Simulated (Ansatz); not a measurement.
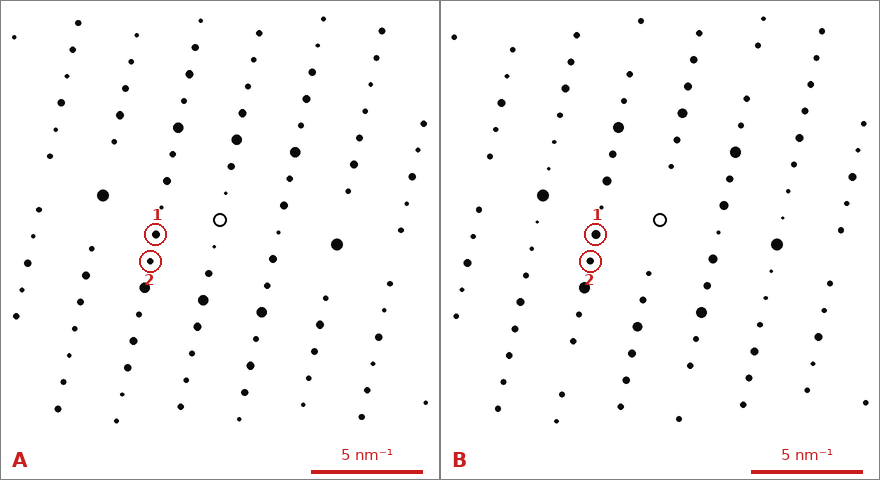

Kinematic electron diffraction patterns (120 kV, B = 0.5 Å², same scale) along [100] of the run's own cell, for the start and the end of one relaxation of Lu2CuGe3 with DFT, PAW plane waves, pbe (Ansatz). k mesh 9×9×4. The start is a generated model structure, and the relaxation ends in the nearest stationary point of its symmetry, not necessarily the ground state. Spot 1 is 0 -1 -1 and spot 2 is 0 -1 -2 in both.

Start structure:

```
CELL_PARAMETERS angstrom
3.71293 0.00000 0.00000
0.00000 3.71293 0.00000
0.00000 0.00000 8.13737
ATOMIC_POSITIONS crystal
Ge 0.50000 0.50000 0.00000
Cu 0.00000 0.00000 0.00000
Lu 0.00000 0.50000 0.73400
Lu 0.50000 0.00000 0.26600
Ge 0.00000 0.50000 0.38200
Ge 0.50000 0.00000 0.61800
```

**Which pattern belongs to the start structure, and which to the relaxed one?**

A is the start: its cell gives d(1) = 3.378 Å, d(2) = 2.743 Å and an angle of 17.9°. The spot positions hardly differ, so the intensities decide: those computed from the start structure match A, and B is the relaxed structure.

**Name reflections whose intensity changes strongly on relaxation.**

0 1 -6 fades out of sight; 0 0 3 goes from 61 to 12 % of the strongest spot; 0 2 -3 goes from 21 to 4.1 % of the strongest spot; 0 0 2 goes from 12 to 2 % of the strongest spot.

**Summarise the relaxation behind the change.**

The cell was held fixed; with the mean shift removed, the atoms moved by up to 0.29 Å relative to the cell (Ge most); the space group stayed P-4m2 (No. 115); the free energy fell by 27 meV an atom.
